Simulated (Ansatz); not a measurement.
**CH6AlN (SMILES C[NH][AlH2]) at revPBE/def2-SVPD**

Aim: the electronic atomisation energy of CH6AlN at revPBE/def2-SVPD, from 5 runs. 

The results are computed with Ansatz 0.2.0.

35 further runs of the same task are left out: 35 set aside as unsound or not needed. Runs told in other sessions of the task aren't counted.

**1. The system as given**

CH6AlN: 9 atoms, total charge 0, spin state singlet. SMILES: `C[NH][AlH2]`. The shape is that of a PBE0-D4/def2-TZVP optimisation.

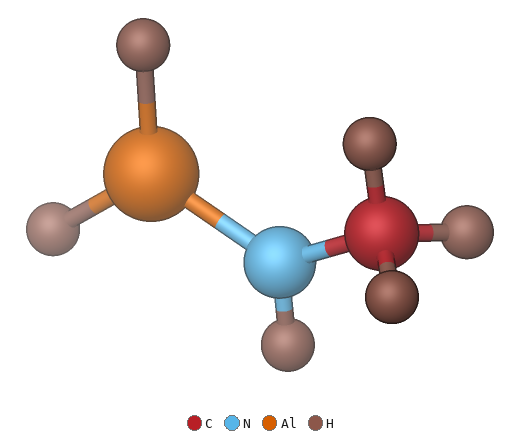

Viewed from a chosen angle; carbon red, nitrogen blue, aluminium orange, hydrogen brown.

**2. A single-point energy at revPBE/def2-SVPD**

run.yaml reads:

```yaml
crystal:
  periodic: [false, false, false]
  atoms:
    - {symbol: C, position_ang: [-0.384500, 0.934700, -0.771700]}
    - {symbol: N, position_ang: [0.340000, -0.253200, -0.374200]}
    - {symbol: Al, position_ang: [0.335300, -1.074400, 1.190900]}
    - {symbol: H, position_ang: [-1.074800, 0.743900, -1.602200]}
    - {symbol: H, position_ang: [0.284400, 1.748600, -1.076000]}
    - {symbol: H, position_ang: [-0.981000, 1.302600, 0.066800]}
    - {symbol: H, position_ang: [0.905500, -0.619100, -1.126300]}
    - {symbol: H, position_ang: [1.234400, -2.369900, 1.339700]}
    - {symbol: H, position_ang: [-0.570900, -0.459500, 2.335900]}
basis:
  gaussian:
    orbitals: def2-SVPD
output:
  orbitals: {seedname: orbitals}
hamiltonian:
  xc: {name: revPBE}
accuracy: high
```

The run is started by

```bash
$ ansatz run run.yaml --threads 1 --pin off --max-ram 2610MiB --events-out events.jsonl --progress --plain --runs-dir runs
```

What it wrote:

```text
Warning: RAYON_NUM_THREADS=1 ignored (pool sized by the plan → 1); use --threads N
Functional definition: revPBE
  name "revPBE"
  parameter kappa = 1.245
  parameter beta = 0.06672455060314922
  exchange = pbe_x(kappa = kappa, mu = beta*pi^2/3)
  correlation = pbe_c(beta = beta)
2301 factors; integrals over basis functions are off by at most 3.6e-9 eV
mean field evaluation 1: about -9206.2534 eV, gradient 6.4e1 eV
mean field evaluation 2: about -9154.3704 eV, gradient 1.4e2 eV
mean field evaluation 4: about -9215.6826 eV, gradient 1.2e1 eV
mean field evaluation 8: about -9215.9848 eV, gradient 3.1e-1 eV
mean field evaluation 16: about -9215.9851 eV, gradient 7.0e-6 eV
mean field -9215.98505595 eV, -338.6812039873 hartree, gradient 6.6e-8 eV, S^2 0.000000; 0 other end points of the search recorded, 0 dependent functions left out
reference -9215.98506194 eV, -338.6812042071 hartree; 16, 16 occupied and 96, 96 virtual orbitals, 2301 factors
Total energy: -9215.98506194 eV, -338.6812042071 hartree
```

Run time: 9.3 s. Hardware: 1 thread of Arm Neoverse V2, shared host; peak memory 0.32 GiB.

**3. The Al atom, same level**

molecule.yaml reads:

```yaml
crystal:
  periodic: [false, false, false]
  atoms:
    - {symbol: Al, position_ang: [0.000000, 0.000000, 0.000000]}
basis:
  gaussian:
    orbitals: def2-SVPD
magnetization:
  spin_polarized: true
  initial_magnetization: 1
hamiltonian:
  xc: {name: revPBE}
accuracy: high
```

Run the same way, it converges to -242.22955 Eh (log not shown).

**4. The C atom**

run.yaml reads:

```yaml
crystal:
  periodic: [false, false, false]
  atoms:
    - {symbol: C, position_ang: [0.000000, 0.000000, 0.000000]}
basis:
  gaussian: {orbitals: def2-SVPD}
magnetization: {spin_polarized: true, initial_magnetization: 2}
hamiltonian: {xc: {name: revPBE}}
accuracy: high
```

Run the same way, it converges to -37.80194 Eh (log not shown).

**5. The H atom**

run.yaml reads:

```yaml
crystal:
  periodic: [false, false, false]
  atoms:
    - {symbol: H, position_ang: [0.000000, 0.000000, 0.000000]}
basis:
  gaussian: {orbitals: def2-SVPD}
hamiltonian: {xc: {name: revPBE}}
accuracy: high
magnetization: {spin_polarized: true, initial_magnetization: 1}
```

Run the same way, it converges to -0.50319 Eh (log not shown).

**6. The N atom**

job.yaml reads:

```yaml
basis:
  gaussian: {orbitals: def2-SVPD}
crystal:
  periodic: [false, false, false]
  atoms:
    - {symbol: "N", position_ang: [0.000000, 0.000000, 0.000000]}
hamiltonian: {xc: {name: revPBE}}
accuracy: high
magnetization: {spin_polarized: true, initial_magnetization: 3}
```

Run the same way, it converges to -54.52357 Eh (log not shown).

**7. Summary of results**

At revPBE/def2-SVPD:

| quantity | value |
| --- | --- |
| molecule: total energy | -338.68120 Eh |
| molecule: HOMO energy | -5.62 eV |
| molecule: LUMO energy | -1.32 eV |
| molecule: HOMO–LUMO gap | 4.30 eV |
| Al atom: total energy | -242.22955 Eh |
| Al atom: ⟨S²⟩ | 0.755 |
| C atom: total energy | -37.80194 Eh |
| C atom: ⟨S²⟩ | 2.003 |
| H atom: total energy | -0.50319 Eh |
| H atom: ⟨S²⟩ | 0.750 |
| N atom: total energy | -54.52357 Eh |
| N atom: ⟨S²⟩ | 3.753 |
| electronic atomisation energy | 30.122 eV |

**Reading.** Taking the molecule apart into free atoms costs 30.12 eV (695 kcal/mol), before zero-point energy and without spin-orbit coupling.
